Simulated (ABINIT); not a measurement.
# AgSbSe3 (Pm-3m): zone-centre phonons, part 2 of 3

Aim: the zone-centre modes of AgSbSe3 (Pm-3m).

ABINIT 10.8.3; DFT LDA, scalar-relativistic, plane waves, JTH PAW pseudopotentials.

So far. Step 4 (Relaxing the cell and atoms): The volume changes by -0.1 % in this run and stands +5.1 % from the first cell. Step 6 (Linear response at Γ): The acoustic modes at Γ come out as far as 5.5 cm⁻¹ from zero, where they should vanish, a small numerical error. The lowest optical mode is imaginary, 109i cm⁻¹, an instability at this level and on this k mesh. The relaxed cell has a = 5.141 Å (conventional setting).

The structure was built from a prototype and need not be the compound's stable phase.

## Step 7: Modes with the sum rule

anaddb reads the merged derivatives and imposes the acoustic sum rule.

anaddb.abi

```
ddb_filepath "gamma_DDB"
output_file "anaddb.abo"
outdata_prefix "anaddb"
asr 1
chneut 1
enunit 2
eivec 1
nph1l 1
qph1l 0.0 0.0 0.0 1.0
```

mrgddb.in

```
gamma_DDB
merged
1
dfpt_gammao_DDB
```

Command:

```console
mrgddb < mrgddb.in > mrgddb.log
OMP_NUM_THREADS=1 anaddb anaddb.abi > anaddb.log
```

anaddb.abo, the main output file:

```text
-outvars_anaddb: echo values of input variables ----------------------

 Miscellaneous information :
      enunit         2
       eivec         1
         asr         1
 First list of wavevector (reduced coord.) :
       nph1l         1
       qph1l
                     0.00000000E+00  0.00000000E+00  0.00000000E+00    1.000E+00

================================================================================

 read the DDB information and perform some checks

  ==== Info on the Cryst% object ====
 Real(R)+Recip(G) space primitive vectors, cartesian coordinates (Bohr,Bohr^-1):
 R(1)=  9.7153900  0.0000000  0.0000000  G(1)=  0.1029295  0.0000000  0.0000000
 R(2)=  0.0000000  9.7153900  0.0000000  G(2)=  0.0000000  0.1029295  0.0000000
 R(3)=  0.0000000  0.0000000  9.7153900  G(3)=  0.0000000  0.0000000  0.1029295
 Unit cell volume ucvol=  9.1702403E+02 bohr^3
 Angles (23,13,12)=  9.00000000E+01  9.00000000E+01  9.00000000E+01 degrees
 Time-reversal symmetry is present
 Reduced atomic positions [iatom, xred, symbol]:
    1)    0.0000000  0.0000000  0.0000000  Ag
    2)    0.5000000  0.5000000  0.5000000  Sb
    3)    0.5000000  0.5000000  0.0000000  Se
    4)    0.5000000  0.0000000  0.5000000  Se
    5)    0.0000000  0.5000000  0.5000000  Se

 DDB file with 1 blocks has been read.

================================================================================

 Treat the first list of vectors

  Phonon wavevector (reduced coordinates) :  0.00000  0.00000  0.00000
 Phonon energies in Hartree :
  -4.984498E-04 -4.984498E-04 -4.984498E-04 -4.502657E-04 -4.502657E-04
  -4.502657E-04 -2.729577E-04 -2.729577E-04 -2.729577E-04  0.000000E+00
   0.000000E+00  0.000000E+00  9.236652E-04  9.236652E-04  9.236652E-04
 Phonon energies in meV     :
- -1.356351E+01 -1.356351E+01 -1.356351E+01 -1.225235E+01 -1.225235E+01
- -1.225235E+01 -7.427557E+00 -7.427557E+00 -7.427557E+00  0.000000E+00
-  0.000000E+00  0.000000E+00  2.513421E+01  2.513421E+01  2.513421E+01
 Phonon frequencies in cm-1    :
- -1.093971E+02 -1.093971E+02 -1.093971E+02 -9.882189E+01 -9.882189E+01
- -9.882189E+01 -5.990729E+01 -5.990729E+01 -5.990729E+01  0.000000E+00
-  0.000000E+00  0.000000E+00  2.027211E+02  2.027211E+02  2.027211E+02
 Phonon frequencies in Thz     :
- -3.279642E+00 -3.279642E+00 -3.279642E+00 -2.962606E+00 -2.962606E+00
- -2.962606E+00 -1.795975E+00 -1.795975E+00 -1.795975E+00  0.000000E+00
-  0.000000E+00  0.000000E+00  6.077425E+00  6.077425E+00  6.077425E+00
 Phonon energies in Kelvin  :
- -1.573980E+02 -1.573980E+02 -1.573980E+02 -1.421827E+02 -1.421827E+02
- -1.421827E+02 -8.619322E+01 -8.619322E+01 -8.619322E+01  0.000000E+00
-  0.000000E+00  0.000000E+00  2.916704E+02  2.916704E+02  2.916704E+02

 Eigendisplacements
 (will be given, for each mode : in cartesian coordinates
   for each atom the real part of the displacement vector,
   then the imaginary part of the displacement vector - absolute values smaller than 1.0d-7 are set to zero)
  Mode number    1   Energy   -4.984498E-04
 Attention : low frequency mode.
   (Could be unstable or acoustic mode)
-  1  0.00000000E+00  0.00000000E+00 -9.43687646E-04
-     0.00000000E+00  0.00000000E+00  0.00000000E+00
-  2  0.00000000E+00  0.00000000E+00 -9.03510971E-04
-     0.00000000E+00  0.00000000E+00  0.00000000E+00
-  3  0.00000000E+00  0.00000000E+00 -2.81707683E-04
-     0.00000000E+00  0.00000000E+00  0.00000000E+00
-  4  0.00000000E+00  0.00000000E+00  1.48203783E-03
-     0.00000000E+00  0.00000000E+00  0.00000000E+00
-  5  0.00000000E+00  0.00000000E+00  1.48203783E-03
-     0.00000000E+00  0.00000000E+00  0.00000000E+00
  Mode number    2   Energy   -4.984498E-04
 Attention : low frequency mode.
   (Could be unstable or acoustic mode)
-  1  0.00000000E+00 -9.43687646E-04  0.00000000E+00
-     0.00000000E+00  0.00000000E+00  0.00000000E+00
-  2  0.00000000E+00 -9.03510971E-04  0.00000000E+00
-     0.00000000E+00  0.00000000E+00  0.00000000E+00
-  3  0.00000000E+00  1.48203783E-03  0.00000000E+00
-     0.00000000E+00  0.00000000E+00  0.00000000E+00
-  4  0.00000000E+00 -2.81707683E-04  0.00000000E+00
-     0.00000000E+00  0.00000000E+00  0.00000000E+00
-  5  0.00000000E+00  1.48203783E-03  0.00000000E+00
-     0.00000000E+00  0.00000000E+00  0.00000000E+00
  Mode number    3   Energy   -4.984498E-04
 Attention : low frequency mode.
   (Could be unstable or acoustic mode)
-  1  9.43687646E-04  0.00000000E+00  0.00000000E+00
-     0.00000000E+00  0.00000000E+00  0.00000000E+00
-  2  9.03510971E-04  0.00000000E+00  0.00000000E+00
-     0.00000000E+00  0.00000000E+00  0.00000000E+00
-  3 -1.48203783E-03  0.00000000E+00  0.00000000E+00
-     0.00000000E+00  0.00000000E+00  0.00000000E+00
-  4 -1.48203783E-03  0.00000000E+00  0.00000000E+00
-     0.00000000E+00  0.00000000E+00  0.00000000E+00
-  5  2.81707683E-04  0.00000000E+00  0.00000000E+00
-     0.00000000E+00  0.00000000E+00  0.00000000E+00
  Mode number    4   Energy   -4.502657E-04
 Attention : low frequency mode.
   (Could be unstable or acoustic mode)
-  1  0.00000000E+00  0.00000000E+00  0.00000000E+00
-     0.00000000E+00  0.00000000E+00  0.00000000E+00
-  2  0.00000000E+00  0.00000000E+00  0.00000000E+00
-     0.00000000E+00  0.00000000E+00  0.00000000E+00
-  3  0.00000000E+00  0.00000000E+00  0.00000000E+00
-     0.00000000E+00  0.00000000E+00  0.00000000E+00
-  4  0.00000000E+00  0.00000000E+00 -1.86380890E-03
-     0.00000000E+00  0.00000000E+00  0.00000000E+00
-  5  0.00000000E+00  0.00000000E+00  1.86380890E-03
-     0.00000000E+00  0.00000000E+00  0.00000000E+00
  Mode number    5   Energy   -4.502657E-04
 Attention : low frequency mode.
   (Could be unstable or acoustic mode)
-  1  0.00000000E+00  0.00000000E+00  0.00000000E+00
-     0.00000000E+00  0.00000000E+00  0.00000000E+00
-  2  0.00000000E+00  0.00000000E+00  0.00000000E+00
-     0.00000000E+00  0.00000000E+00  0.00000000E+00
-  3  0.00000000E+00  1.86380890E-03  0.00000000E+00
-     0.00000000E+00  0.00000000E+00  0.00000000E+00
-  4  0.00000000E+00  0.00000000E+00  0.00000000E+00
-     0.00000000E+00  0.00000000E+00  0.00000000E+00
-  5  0.00000000E+00 -1.86380890E-03  0.00000000E+00
-     0.00000000E+00  0.00000000E+00  0.00000000E+00
  Mode number    6   Energy   -4.502657E-04
 Attention : low frequency mode.
   (Could be unstable or acoustic mode)
-  1  0.00000000E+00  0.00000000E+00  0.00000000E+00
-     0.00000000E+00  0.00000000E+00  0.00000000E+00
-  2  0.00000000E+00  0.00000000E+00  0.00000000E+00
-     0.00000000E+00  0.00000000E+00  0.00000000E+00
-  3  1.86380890E-03  0.00000000E+00  0.00000000E+00
-     0.00000000E+00  0.00000000E+00  0.00000000E+00
-  4 -1.86380890E-03  0.00000000E+00  0.00000000E+00
-     0.00000000E+00  0.00000000E+00  0.00000000E+00
-  5  0.00000000E+00  0.00000000E+00  0.00000000E+00
-     0.00000000E+00  0.00000000E+00  0.00000000E+00
  Mode number    7   Energy   -2.729577E-04
 Attention : low frequency mode.
   (Could be unstable or acoustic mode)
-  1  0.00000000E+00  0.00000000E+00 -1.73751324E-03
-     0.00000000E+00  0.00000000E+00  0.00000000E+00
-  2  0.00000000E+00  0.00000000E+00  1.17644804E-03
-     0.00000000E+00  0.00000000E+00  0.00000000E+00
-  3  0.00000000E+00  0.00000000E+00  8.10946202E-04
-     0.00000000E+00  0.00000000E+00  0.00000000E+00
-  4  0.00000000E+00  0.00000000E+00 -1.25679527E-04
-     0.00000000E+00  0.00000000E+00  0.00000000E+00
-  5  0.00000000E+00  0.00000000E+00 -1.25679527E-04
-     0.00000000E+00  0.00000000E+00  0.00000000E+00
  Mode number    8   Energy   -2.729577E-04
 Attention : low frequency mode.
   (Could be unstable or acoustic mode)
-  1  0.00000000E+00  1.73751324E-03  0.00000000E+00
-     0.00000000E+00  0.00000000E+00  0.00000000E+00
-  2  0.00000000E+00 -1.17644804E-03  0.00000000E+00
-     0.00000000E+00  0.00000000E+00  0.00000000E+00
-  3  0.00000000E+00  1.25679527E-04  0.00000000E+00
-     0.00000000E+00  0.00000000E+00  0.00000000E+00
-  4  0.00000000E+00 -8.10946202E-04  0.00000000E+00
-     0.00000000E+00  0.00000000E+00  0.00000000E+00
-  5  0.00000000E+00  1.25679527E-04  0.00000000E+00
-     0.00000000E+00  0.00000000E+00  0.00000000E+00
  Mode number    9   Energy   -2.729577E-04
 Attention : low frequency mode.
   (Could be unstable or acoustic mode)
-  1  1.73751324E-03  0.00000000E+00  0.00000000E+00
-     0.00000000E+00  0.00000000E+00  0.00000000E+00
-  2 -1.17644804E-03  0.00000000E+00  0.00000000E+00
-     0.00000000E+00  0.00000000E+00  0.00000000E+00
-  3  1.25679527E-04  0.00000000E+00  0.00000000E+00
-     0.00000000E+00  0.00000000E+00  0.00000000E+00
-  4  1.25679527E-04  0.00000000E+00  0.00000000E+00
-     0.00000000E+00  0.00000000E+00  0.00000000E+00
-  5 -8.10946202E-04  0.00000000E+00  0.00000000E+00
-     0.00000000E+00  0.00000000E+00  0.00000000E+00
  Mode number   10   Energy    0.000000E+00
 Attention : low frequency mode.
   (Could be unstable or acoustic mode)
-  1  0.00000000E+00  0.00000000E+00 -1.08440684E-03
-     0.00000000E+00  0.00000000E+00  0.00000000E+00
-  2  0.00000000E+00  0.00000000E+00 -1.08441461E-03
-     0.00000000E+00  0.00000000E+00  0.00000000E+00
-  3  0.00000000E+00  0.00000000E+00 -1.08441254E-03
-     0.00000000E+00  0.00000000E+00  0.00000000E+00
-  4  0.00000000E+00  0.00000000E+00 -1.08440772E-03
-     0.00000000E+00  0.00000000E+00  0.00000000E+00
-  5  0.00000000E+00  0.00000000E+00 -1.08440772E-03
-     0.00000000E+00  0.00000000E+00  0.00000000E+00
  Mode number   11   Energy    0.000000E+00
 Attention : low frequency mode.
   (Could be unstable or acoustic mode)
-  1  0.00000000E+00  1.08440684E-03  0.00000000E+00
-     0.00000000E+00  0.00000000E+00  0.00000000E+00
-  2  0.00000000E+00  1.08441461E-03  0.00000000E+00
-     0.00000000E+00  0.00000000E+00  0.00000000E+00
-  3  0.00000000E+00  1.08440772E-03  0.00000000E+00
-     0.00000000E+00  0.00000000E+00  0.00000000E+00
-  4  0.00000000E+00  1.08441254E-03  0.00000000E+00
-     0.00000000E+00  0.00000000E+00  0.00000000E+00
-  5  0.00000000E+00  1.08440772E-03  0.00000000E+00
-     0.00000000E+00  0.00000000E+00  0.00000000E+00
  Mode number   12   Energy    0.000000E+00
 Attention : low frequency mode.
   (Could be unstable or acoustic mode)
-  1  1.08440684E-03  0.00000000E+00  0.00000000E+00
-     0.00000000E+00  0.00000000E+00  0.00000000E+00
-  2  1.08441461E-03  0.00000000E+00  0.00000000E+00
-     0.00000000E+00  0.00000000E+00  0.00000000E+00
-  3  1.08440772E-03  0.00000000E+00  0.00000000E+00
-     0.00000000E+00  0.00000000E+00  0.00000000E+00
-  4  1.08440772E-03  0.00000000E+00  0.00000000E+00
-     0.00000000E+00  0.00000000E+00  0.00000000E+00
-  5  1.08441254E-03  0.00000000E+00  0.00000000E+00
-     0.00000000E+00  0.00000000E+00  0.00000000E+00
  Mode number   13   Energy    9.236652E-04
-  1  0.00000000E+00  0.00000000E+00  1.45996618E-05
-     0.00000000E+00  0.00000000E+00  0.00000000E+00
-  2  0.00000000E+00  0.00000000E+00  1.06271429E-03
-     0.00000000E+00  0.00000000E+00  0.00000000E+00
-  3  0.00000000E+00  0.00000000E+00 -2.24379672E-03
-     0.00000000E+00  0.00000000E+00  0.00000000E+00
-  4  0.00000000E+00  0.00000000E+00  2.92595377E-04
-     0.00000000E+00  0.00000000E+00  0.00000000E+00
-  5  0.00000000E+00  0.00000000E+00  2.92595377E-04
-     0.00000000E+00  0.00000000E+00  0.00000000E+00
  Mode number   14   Energy    9.236652E-04
-  1  0.00000000E+00  1.45996618E-05  0.00000000E+00
-     0.00000000E+00  0.00000000E+00  0.00000000E+00
-  2  0.00000000E+00  1.06271429E-03  0.00000000E+00
-     0.00000000E+00  0.00000000E+00  0.00000000E+00
-  3  0.00000000E+00  2.92595377E-04  0.00000000E+00
-     0.00000000E+00  0.00000000E+00  0.00000000E+00
-  4  0.00000000E+00 -2.24379672E-03  0.00000000E+00
-     0.00000000E+00  0.00000000E+00  0.00000000E+00
-  5  0.00000000E+00  2.92595377E-04  0.00000000E+00
-     0.00000000E+00  0.00000000E+00  0.00000000E+00
  Mode number   15   Energy    9.236652E-04
-  1  1.45996618E-05  0.00000000E+00  0.00000000E+00
-     0.00000000E+00  0.00000000E+00  0.00000000E+00
-  2  1.06271429E-03  0.00000000E+00  0.00000000E+00
-     0.00000000E+00  0.00000000E+00  0.00000000E+00
-  3  2.92595377E-04  0.00000000E+00  0.00000000E+00
-     0.00000000E+00  0.00000000E+00  0.00000000E+00
-  4  2.92595377E-04  0.00000000E+00  0.00000000E+00
-     0.00000000E+00  0.00000000E+00  0.00000000E+00
-  5 -2.24379672E-03  0.00000000E+00  0.00000000E+00
-     0.00000000E+00  0.00000000E+00  0.00000000E+00

 Analysis of degeneracies and characters (maximum tolerance=1.00E-06 a.u.)
 For each vibration mode, or group of modes if degenerate,
 the characters are given for each symmetry operation (see the list in the log file).
 Symmetry characters of vibration mode #   1
       degenerate with vibration modes #   2 to    3
  3.0 -3.0 -1.0  1.0 -1.0  1.0 -1.0  1.0  1.0 -1.0 -1.0  1.0  1.0 -1.0 -1.0  1.0
 -0.0  0.0 -0.0  0.0  0.0 -0.0  0.0 -0.0  1.0 -1.0 -1.0  1.0 -1.0  1.0  1.0 -1.0
 -0.0  0.0  0.0 -0.0  0.0 -0.0 -0.0  0.0  1.0 -1.0  1.0 -1.0 -1.0  1.0 -1.0  1.0
 Symmetry characters of vibration mode #   4
       degenerate with vibration modes #   5 to    6
  3.0 -3.0 -1.0  1.0 -1.0  1.0 -1.0  1.0 -1.0  1.0  1.0 -1.0 -1.0  1.0  1.0 -1.0
 -0.0  0.0 -0.0  0.0  0.0 -0.0  0.0 -0.0 -1.0  1.0  1.0 -1.0  1.0 -1.0 -1.0  1.0
 -0.0  0.0  0.0 -0.0  0.0 -0.0 -0.0  0.0 -1.0  1.0 -1.0  1.0  1.0 -1.0  1.0 -1.0
 Symmetry characters of vibration mode #   7
       degenerate with vibration modes #   8 to    9
  3.0 -3.0 -1.0  1.0 -1.0  1.0 -1.0  1.0  1.0 -1.0 -1.0  1.0  1.0 -1.0 -1.0  1.0
  0.0 -0.0 -0.0  0.0 -0.0  0.0 -0.0  0.0  1.0 -1.0 -1.0  1.0 -1.0  1.0  1.0 -1.0
  0.0 -0.0 -0.0  0.0 -0.0  0.0 -0.0  0.0  1.0 -1.0  1.0 -1.0 -1.0  1.0 -1.0  1.0
 Symmetry characters of vibration mode #  10
       degenerate with vibration modes #  11 to   12
  3.0 -3.0 -1.0  1.0 -1.0  1.0 -1.0  1.0  1.0 -1.0 -1.0  1.0  1.0 -1.0 -1.0  1.0
 -0.0  0.0 -0.0  0.0  0.0 -0.0  0.0 -0.0  1.0 -1.0 -1.0  1.0 -1.0  1.0  1.0 -1.0
 -0.0  0.0  0.0 -0.0  0.0 -0.0 -0.0  0.0  1.0 -1.0  1.0 -1.0 -1.0  1.0 -1.0  1.0
 Symmetry characters of vibration mode #  13
       degenerate with vibration modes #  14 to   15
  3.0 -3.0 -1.0  1.0 -1.0  1.0 -1.0  1.0  1.0 -1.0 -1.0  1.0  1.0 -1.0 -1.0  1.0
 -0.0  0.0 -0.0  0.0  0.0 -0.0  0.0 -0.0  1.0 -1.0 -1.0  1.0 -1.0  1.0  1.0 -1.0
 -0.0  0.0  0.0 -0.0  0.0 -0.0 -0.0  0.0  1.0 -1.0  1.0 -1.0 -1.0  1.0 -1.0  1.0
-
```

Elapsed: 0.5 s, on 1 thread of Arm Neoverse V2, shared host.

Numbers from this step:

```yaml
highest_optical_zone_centre_mode_no_lo_to_term: 202.7 cm⁻¹
lowest_optical_zone_centre_mode: -109.4 cm⁻¹
```

No LO-TO term; unit eigenvectors of the mass-weighted matrix, from anaddb's displacements. Modes at Γ, with each element's share of the kinetic energy (negative means imaginary):

```tsv
mode	frequency (cm⁻¹)	symmetry	Ag %	Sb %	Se %
1	-109.4	T1u	18	18	64
2	-109.4	T1u	18	18	64
3	-109.4	T1u	18	18	64
4	-98.8	T2u	0	0	100
5	-98.8	T2u	0	0	100
6	-98.8	T2u	0	0	100
7	-59.9	T1u	59	31	10
8	-59.9	T1u	59	31	10
9	-59.9	T1u	59	31	10
10	0.0	acoustic	23	26	51
11	0.0	acoustic	23	26	51
12	0.0	acoustic	23	26	51
13	202.7	T1u	0	25	75
14	202.7	T1u	0	25	75
15	202.7	T1u	0	25	75
```

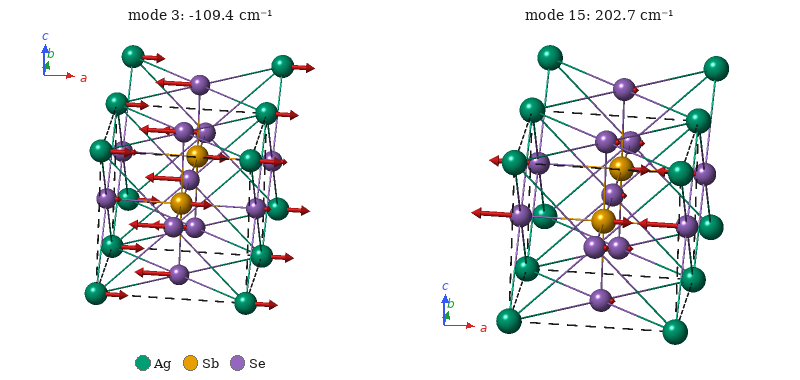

Displacement patterns of modes 3 and 15 at Γ; arrows are exaggerated. 1×2×1 cells are drawn. Some periodic images of atoms are drawn too.

The rule also moves an optical mode by 0.4 cm⁻¹.

[end of part 2 of 3]

[Host names and launcher messages were left out of these logs when they were recorded.]

[Logs are printed without paths, hosts, clocks, repeated set-up lines and the standing remarks that a program may print on its own settings, such as how far it seeks lower states.]

[Hosts, paths, dates, database ids (printed as entryN), source tags and the programs' standing remarks are cut or masked in the printed files.]
